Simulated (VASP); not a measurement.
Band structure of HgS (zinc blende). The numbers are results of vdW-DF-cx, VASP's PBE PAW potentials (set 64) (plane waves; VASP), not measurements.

Unless said otherwise, spin-orbit coupling is left out, though it shifts the bands of the heavy elements here.

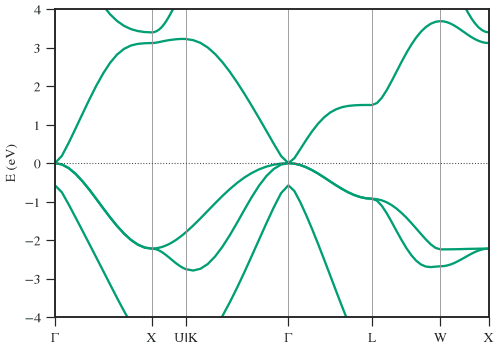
Bands along high-symmetry lines, zero at the valence-band maximum or, without a gap, the Fermi level

**Question.** Read the plot: is there a gap, and where are the band edges?

**Answer.** It has no gap at this level: it comes out as a metal or semimetal. (Edges off the drawn lines would not show.)

The compound is HgS in the zinc blende structure, metacinnabar; cinnabar is the stable form. It was relaxed first.
